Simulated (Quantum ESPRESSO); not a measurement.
# CuNi7: parallel moments in the primitive cell

Does CuNi7 keep a moment from a parallel start?

Program: Quantum ESPRESSO 7.5. Level of theory: PBE; plane waves with GBRV 1.5 PBE potentials, no spin-orbit coupling. Results are calculated unless marked as measured.

**1. Starting point**

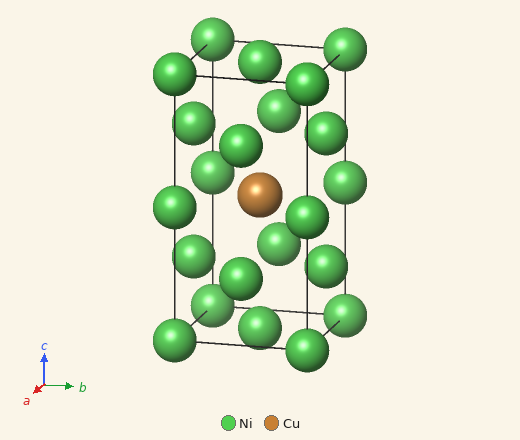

The starting structure, seen slightly off an axis (nickel green, copper orange). Some periodic images of atoms are drawn too.

The cell was typed by rule, not taken from a database of measured structures.

**2. Run 1, typed as ferro +++++++**

The signs are those of the starting moments on the seeded atoms, the atoms that are given a moment.

The input, pw.in:

```
&CONTROL
  calculation = 'scf'
  prefix = 'pwscf'
  outdir = './tmp'
  pseudo_dir = './pseudo'
  disk_io = 'nowf'
/
&SYSTEM
  ibrav = 0
  celldm(1) = 8
  nat = 8
  ntyp = 2
  ecutwfc = 40
  ecutrho = 280
  nbnd = 91
  occupations = 'smearing'
  smearing = 'fd'
  degauss = 0.00367493
  nspin = 2
  starting_magnetization(1) = 0.0389
  starting_magnetization(2) = 0
/
&ELECTRONS
  conv_thr = 1.6d-08
  electron_maxstep = 150
  mixing_beta = 0.3
/
ATOMIC_SPECIES
Ni     58.6934 ni_pbe_v1.4.uspp.F.UPF
Cu     63.5460 cu_pbe_v1.2.uspp.F.UPF
CELL_PARAMETERS alat
   0.8351113122311    0.0000000000000    0.0000000000000
   0.0000000000000    0.8351113122311    0.0000000000000
   0.0000000000000    0.0000000000000    1.6702226244622
ATOMIC_POSITIONS crystal
Ni      0.0000000000    0.0000000000    0.0000000000
Ni      0.5000000000    0.5000000000    0.0000000000
Ni      0.5000000000    0.0000000000    0.2500000000
Ni      0.0000000000    0.5000000000    0.2500000000
Ni      0.0000000000    0.0000000000    0.5000000000
Cu      0.5000000000    0.5000000000    0.5000000000
Ni      0.5000000000    0.0000000000    0.7500000000
Ni      0.0000000000    0.5000000000    0.7500000000
K_POINTS automatic
9 9 5 0 0 0
```

Launch:

```sh
OMP_NUM_THREADS=1 mpirun -n 4 pw.x -nk 4 -in pw.in > pw.out
```

Output:

```text
Program PWSCF v.7.5 starts

     Message from routine setup:
     using ibrav=0 with symmetry is DISCOURAGED, use correct ibrav instead

     K-points division:     npool     =       4
     Subspace diagonalization in iterative solution of the eigenvalue problem:

     G-vector sticks info
     --------------------
     sticks:   dense  smooth     PW     G-vecs:    dense   smooth      PW
     Sum         989     569    177                47219    20285    3429

     Using Slab Decomposition

     bravais-lattice index     =            0
     lattice parameter (alat)  =       8.0000  a.u.
     unit-cell volume          =     596.3937 (a.u.)^3
     number of atoms/cell      =            8
     number of atomic types    =            2
     number of electrons       =       145.00
     number of Kohn-Sham states=           91
     kinetic-energy cutoff     =      40.0000  Ry
     charge density cutoff     =     280.0000  Ry
     scf convergence threshold =      1.6E-08
     mixing beta               =       0.3000
     number of iterations used =            8  plain     mixing
     Exchange-correlation= SLA  PW   PBE  PBE
                           (   1   4   3   4   0   0   0)

     celldm(1)=   8.000000  celldm(2)=   0.000000  celldm(3)=   0.000000
     celldm(4)=   0.000000  celldm(5)=   0.000000  celldm(6)=   0.000000

     crystal axes: (cart. coord. in units of alat)
               a(1) = (   0.835111   0.000000   0.000000 )
               a(2) = (   0.000000   0.835111   0.000000 )
               a(3) = (   0.000000   0.000000   1.670223 )

     reciprocal axes: (cart. coord. in units 2 pi/alat)
               b(1) = (  1.197445  0.000000  0.000000 )
               b(2) = (  0.000000  1.197445  0.000000 )
               b(3) = (  0.000000  0.000000  0.598723 )

     PseudoPot. # 1 for Ni read from file:
     ni_pbe_v1.4.uspp.F.UPF
     Pseudo is Ultrasoft + core correction, Zval = 18.0
     Generated by new atomic code, or converted to UPF format
     Using radial grid of  865 points,  6 beta functions with:
                l(1) =   0
                l(2) =   0
                l(3) =   1
                l(4) =   1
                l(5) =   2
                l(6) =   2
     Q(r) pseudized with 10 coefficients,  rinner =    0.980   0.980   0.980
                                                       0.980   0.980

     PseudoPot. # 2 for Cu read from file:
     cu_pbe_v1.2.uspp.F.UPF
     Pseudo is Ultrasoft + core correction, Zval = 19.0
     Generated by new atomic code, or converted to UPF format
     Using radial grid of  867 points,  6 beta functions with:
                l(1) =   0
                l(2) =   0
                l(3) =   1
                l(4) =   1
                l(5) =   2
                l(6) =   2
     Q(r) pseudized with  8 coefficients,  rinner =    1.150   1.150   1.150
                                                       1.150   1.150

     atomic species   valence    mass     pseudopotential
     Ni               18.00    58.69340     Ni( 1.00)
     Cu               19.00    63.54600     Cu( 1.00)

     Starting magnetic structure
     atomic species   magnetization
     Ni              0.039
     Cu              0.000

     16 Sym. Ops., with inversion, found

   Cartesian axes

     site n.     atom                  positions (alat units)
         1        Ni     tau(   1) = (   0.0000000   0.0000000   0.0000000  )
         2        Ni     tau(   2) = (   0.4175557   0.4175557   0.0000000  )
         3        Ni     tau(   3) = (   0.4175557   0.0000000   0.4175557  )
         4        Ni     tau(   4) = (   0.0000000   0.4175557   0.4175557  )
         5        Ni     tau(   5) = (   0.0000000   0.0000000   0.8351113  )
         6        Cu     tau(   6) = (   0.4175557   0.4175557   0.8351113  )
         7        Ni     tau(   7) = (   0.4175557   0.0000000   1.2526670  )
         8        Ni     tau(   8) = (   0.0000000   0.4175557   1.2526670  )

     number of k points=    45  Fermi-Dirac smearing, width (Ry)=  0.0037
                       cart. coord. in units 2pi/alat
        k(    1) = (   0.0000000   0.0000000   0.0000000), wk =   0.0024691
        k(    2) = (   0.0000000   0.0000000   0.1197445), wk =   0.0049383
        k(    3) = (   0.0000000   0.0000000   0.2394890), wk =   0.0049383
        k(    4) = (   0.0000000   0.1330495   0.0000000), wk =   0.0098765
        k(    5) = (   0.0000000   0.1330495   0.1197445), wk =   0.0197531
        [... 40 further k-points ...]

     Dense  grid:    47219 G-vectors     FFT dimensions: (  36,  36,  72)

     Smooth grid:    20285 G-vectors     FFT dimensions: (  27,  27,  54)

     Check: negative core charge=   -0.000019
     Generating pointlists ...
     new r_m :   0.2436 (alat units)  1.9487 (a.u.) for type    1
     new r_m :   0.2436 (alat units)  1.9487 (a.u.) for type    2

     Initial potential from superposition of free atoms

     starting charge     130.0000, renormalised to     145.0000
     Starting wfcs are  104 randomized atomic wfcs

     Self-consistent Calculation

     iteration #  1     ecut=    40.00 Ry     beta= 0.30
     Davidson diagonalization with overlap
     ethr =  1.00E-02,  avg # of iterations =  4.0

     total energy              =   -2742.24348456 Ry
     estimated scf accuracy    <     262.37105815 Ry

     total magnetization       =     1.35 Bohr mag/cell
     absolute magnetization    =     1.60 Bohr mag/cell

     iteration #  2     ecut=    40.00 Ry     beta= 0.30
     Davidson diagonalization with overlap
     ethr =  1.00E-02,  avg # of iterations =  4.0

     total energy              =   -2758.36958097 Ry
     estimated scf accuracy    <     332.85712433 Ry

     total magnetization       =     0.17 Bohr mag/cell
     absolute magnetization    =     0.27 Bohr mag/cell

     iteration #  3     ecut=    40.00 Ry     beta= 0.30
     Davidson diagonalization with overlap
     ethr =  1.00E-02,  avg # of iterations =  4.3

     total energy              =   -2795.14697158 Ry
     estimated scf accuracy    <     131.29482555 Ry

     total magnetization       =     0.25 Bohr mag/cell
     absolute magnetization    =     0.73 Bohr mag/cell

     [... further iterations left out ...]

     iteration # 25     ecut=    40.00 Ry     beta= 0.30
     Davidson diagonalization with overlap
     ethr =  1.33E-10,  avg # of iterations =  1.2

     total energy              =   -2806.71744183 Ry
     estimated scf accuracy    <       0.00000017 Ry

     total magnetization       =     4.18 Bohr mag/cell
     absolute magnetization    =     4.87 Bohr mag/cell

     iteration # 26     ecut=    40.00 Ry     beta= 0.30
     Davidson diagonalization with overlap
     ethr =  1.17E-10,  avg # of iterations =  1.0

     total energy              =   -2806.71744184 Ry
     estimated scf accuracy    <       0.00000002 Ry

     total magnetization       =     4.18 Bohr mag/cell
     absolute magnetization    =     4.87 Bohr mag/cell

     iteration # 27     ecut=    40.00 Ry     beta= 0.30
     Davidson diagonalization with overlap
     ethr =  1.44E-11,  avg # of iterations =  1.0

     total energy              =   -2806.71744184 Ry
     estimated scf accuracy    <       0.00000002 Ry

     total magnetization       =     4.18 Bohr mag/cell
     absolute magnetization    =     4.87 Bohr mag/cell

     iteration # 28     ecut=    40.00 Ry     beta= 0.30
     Davidson diagonalization with overlap
     ethr =  1.31E-11,  avg # of iterations =  1.0

     Magnetic moment per site  (integrated on atomic sphere of radius R)
     atom   1 (R=0.244)  charge= 16.7164  magn=  0.6468
     atom   2 (R=0.244)  charge= 16.7047  magn=  0.7135
     atom   3 (R=0.244)  charge= 16.7167  magn=  0.6316
     atom   4 (R=0.244)  charge= 16.7167  magn=  0.6316
     atom   5 (R=0.244)  charge= 16.7231  magn=  0.5551
     atom   6 (R=0.244)  charge= 17.7591  magn=  0.0150
     atom   7 (R=0.244)  charge= 16.7167  magn=  0.6316
     atom   8 (R=0.244)  charge= 16.7167  magn=  0.6316

     End of self-consistent calculation

     [... lines left out ...]
     the Fermi energy is    17.4672 ev

!    total energy              =   -2806.71744184 Ry
     estimated scf accuracy    <          7.9E-09 Ry
     smearing contrib. (-TS)   =      -0.00758000 Ry
     internal energy E=F+TS    =   -2806.70986184 Ry

     The total energy is F=E-TS. E is the sum of the following terms:
     one-electron contribution =   -1615.14834626 Ry
     hartree contribution      =     899.95626398 Ry
     xc contribution           =    -287.74276237 Ry
     ewald contribution        =   -1803.77501719 Ry

     total magnetization       =     4.18 Bohr mag/cell
     absolute magnetization    =     4.87 Bohr mag/cell

     convergence has been achieved in  28 iterations

=------------------------------------------------------------------------------=
   JOB DONE.
=------------------------------------------------------------------------------=
```

Run time: 2.3 min. Hardware: 4 MPI ranks of AMD EPYC 9R45, shared host; peak memory 0.8 GiB; 9.1 min of CPU time.

Spin moment in the atom's sphere by atom:

```csv
atom,spin moment in the atom's sphere (μB)
Ni1,0.647
Ni2,0.714
Ni3,0.632
Ni4,0.632
Ni5,0.555
Cu6,0.015
Ni7,0.632
Ni8,0.632
```

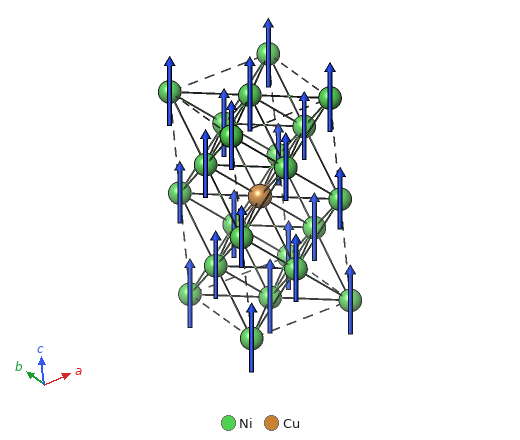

Spin moment in the atom's sphere as arrows, the longest 0.714 μB. Up and down stand for the sign. Arrows give size and sign along the axis of quantisation, drawn up and down the page. Some periodic images of atoms are drawn too.

Read from the output:

```yaml
smearing_term_ts: 0.1031 eV
magnetization: 4.177 μB
absolute_magnetization: 4.871 μB
final_state: ferromagnetic
```

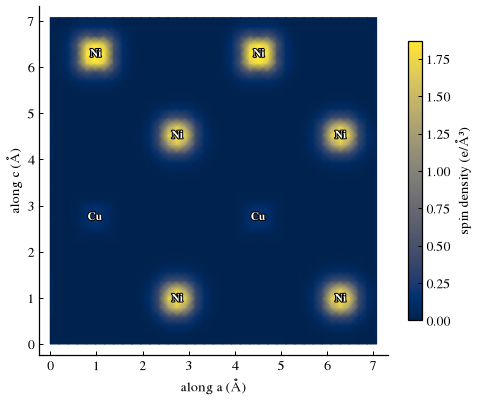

Spin density in the ac plane at fractional y = 0.500, with atoms of Ni and Cu within 0.2 Å of it. The map starts off the cell's origin, so that atoms lie inside it.

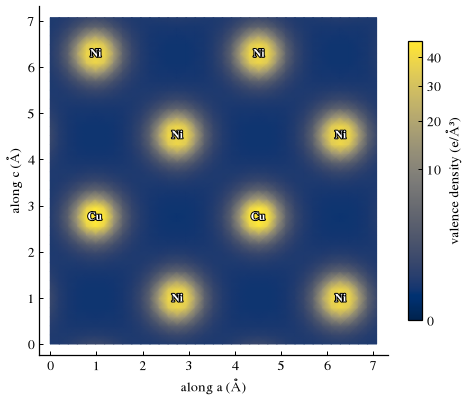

Valence density in the ac plane at fractional y = 0.500, with atoms of Ni and Cu within 0.2 Å of it. It is the smooth field of the valence electrons, not physical close to the nuclei. The map starts off the cell's origin, so that atoms lie inside it. The colour scale is stretched toward low values.

**3. Run 2 (no spin polarisation)**

pw.in, as its differences from that of step 2:

```diff
@@ -14,3 +14,3 @@
   ecutrho = 280
-  nbnd = 91
+  nbnd = 88
   occupations = 'smearing'
@@ -18,5 +18,2 @@
   degauss = 0.00367493
-  nspin = 2
-  starting_magnetization(1) = 0.0389
-  starting_magnetization(2) = 0
 /
```

Output:

```text
[banner, memory and clock lines left out]
Program PWSCF v.7.5 starts

     Message from routine setup:
     using ibrav=0 with symmetry is DISCOURAGED, use correct ibrav instead

     bravais-lattice index     =            0
     lattice parameter (alat)  =       8.0000  a.u.
     unit-cell volume          =     596.3937 (a.u.)^3
     number of atoms/cell      =            8
     number of atomic types    =            2
     number of electrons       =       145.00
     number of Kohn-Sham states=           88
     kinetic-energy cutoff     =      40.0000  Ry
     charge density cutoff     =     280.0000  Ry
     scf convergence threshold =      1.6E-08
     mixing beta               =       0.3000
     number of iterations used =            8  plain     mixing
     Exchange-correlation= SLA  PW   PBE  PBE
                           (   1   4   3   4   0   0   0)

     celldm(1)=   8.000000  celldm(2)=   0.000000  celldm(3)=   0.000000
     celldm(4)=   0.000000  celldm(5)=   0.000000  celldm(6)=   0.000000

     crystal axes: (cart. coord. in units of alat)
               a(1) = (   0.835111   0.000000   0.000000 )
               a(2) = (   0.000000   0.835111   0.000000 )
               a(3) = (   0.000000   0.000000   1.670223 )

     reciprocal axes: (cart. coord. in units 2 pi/alat)
               b(1) = (  1.197445  0.000000  0.000000 )
               b(2) = (  0.000000  1.197445  0.000000 )
               b(3) = (  0.000000  0.000000  0.598723 )

     PseudoPot. # 1 for Ni read from file:
     ni_pbe_v1.4.uspp.F.UPF
     Pseudo is Ultrasoft + core correction, Zval = 18.0

     PseudoPot. # 2 for Cu read from file:
     cu_pbe_v1.2.uspp.F.UPF
     Pseudo is Ultrasoft + core correction, Zval = 19.0

     atomic species   valence    mass     pseudopotential
     Ni               18.00    58.69340     Ni( 1.00)
     Cu               19.00    63.54600     Cu( 1.00)

     16 Sym. Ops., with inversion, found

   Cartesian axes

     site n.     atom                  positions (alat units)
         1        Ni     tau(   1) = (   0.0000000   0.0000000   0.0000000  )
         2        Ni     tau(   2) = (   0.4175557   0.4175557   0.0000000  )
         3        Ni     tau(   3) = (   0.4175557   0.0000000   0.4175557  )
         4        Ni     tau(   4) = (   0.0000000   0.4175557   0.4175557  )
         5        Ni     tau(   5) = (   0.0000000   0.0000000   0.8351113  )
         6        Cu     tau(   6) = (   0.4175557   0.4175557   0.8351113  )
         7        Ni     tau(   7) = (   0.4175557   0.0000000   1.2526670  )
         8        Ni     tau(   8) = (   0.0000000   0.4175557   1.2526670  )

     number of k points=    45  Fermi-Dirac smearing, width (Ry)=  0.0037
                       cart. coord. in units 2pi/alat
        k(    1) = (   0.0000000   0.0000000   0.0000000), wk =   0.0049383
        k(    2) = (   0.0000000   0.0000000   0.1197445), wk =   0.0098765
        k(    3) = (   0.0000000   0.0000000   0.2394890), wk =   0.0098765
        k(    4) = (   0.0000000   0.1330495   0.0000000), wk =   0.0197531
        k(    5) = (   0.0000000   0.1330495   0.1197445), wk =   0.0395062
        [... 40 further k-points ...]

     Dense  grid:    47219 G-vectors     FFT dimensions: (  36,  36,  72)

     Smooth grid:    20285 G-vectors     FFT dimensions: (  27,  27,  54)

     Check: negative core charge=   -0.000019

     Initial potential from superposition of free atoms

     starting charge     130.0000, renormalised to     145.0000
     Starting wfcs are  104 randomized atomic wfcs

     Self-consistent Calculation

     iteration #  1     ecut=    40.00 Ry     beta= 0.30
     Davidson diagonalization with overlap
     ethr =  1.00E-02,  avg # of iterations =  3.7

     total energy              =   -2741.61988566 Ry
     estimated scf accuracy    <     263.53897760 Ry

     iteration #  2     ecut=    40.00 Ry     beta= 0.30
     Davidson diagonalization with overlap
     ethr =  1.00E-02,  avg # of iterations =  4.4

     total energy              =   -2758.46678187 Ry
     estimated scf accuracy    <     335.66767897 Ry

     [... further iterations left out ...]

     iteration # 24     ecut=    40.00 Ry     beta= 0.30
     Davidson diagonalization with overlap
     ethr =  2.19E-11,  avg # of iterations =  2.0

     total energy              =   -2806.69625146 Ry
     estimated scf accuracy    <       0.00000003 Ry

     iteration # 25     ecut=    40.00 Ry     beta= 0.30
     Davidson diagonalization with overlap
     ethr =  2.19E-11,  avg # of iterations =  1.0

     End of self-consistent calculation

     [... lines left out ...]
     the Fermi energy is    17.3007 ev

!    total energy              =   -2806.69625146 Ry
     estimated scf accuracy    <          7.0E-10 Ry
     smearing contrib. (-TS)   =      -0.01337809 Ry
     internal energy E=F+TS    =   -2806.68287337 Ry

     The total energy is F=E-TS. E is the sum of the following terms:
     one-electron contribution =   -1615.43582709 Ry
     hartree contribution      =     900.22599909 Ry
     xc contribution           =    -287.69802818 Ry
     ewald contribution        =   -1803.77501719 Ry

     convergence has been achieved in  25 iterations
```

The job ended after 62 s (4 MPI ranks; peak memory 0.6 GiB).

Read from the output:

```
smearing term TS : 0.1820 eV
final state      : non-magnetic (no spin polarisation)
```

**4. The states side by side**

An order is kept where moments of 0.15 μB or more survive with the typed signs; meshes match where a doubled cell samples the same k points as the first cell.

Orders:

```csv
start,final state,typed order kept,energy over the lowest (meV a seeded atom),largest site moment (μB),net moment (μB a cell of the first run),mesh matched,CPU time (s)
ferro +++++++,ferromagnetic,yes,0,0.7135,4.177,yes,544
no spin polarisation,non-magnetic,-,41.19,0,0,yes,246.2
```

**5. Summary of results**

```
state found           : ferromagnetic (from ferro +++++++)
largest site moment   : 0.713 μB
state without moments : 41.2 meV a seeded atom higher
```

In words: No opposed start was run, so this says nothing of the order that the crystal takes. The cell was built by rule and the atoms were not relaxed, which can move these energies.

[Logs and program files are shortened in this print: banners, set-up blocks, solver, clock and traceback lines can be left out without a mark of their own.]

[Logs are printed without paths, hosts, clocks, repeated set-up lines and the standing remarks that a program may print on its own settings, such as how far it seeks lower states.]

[Hosts, paths, dates, database ids (printed as entryN), source tags and the programs' standing remarks are cut or masked in the printed files.]

[Where a cell is said to come from a database of computed structures, the database is the Materials Project.]
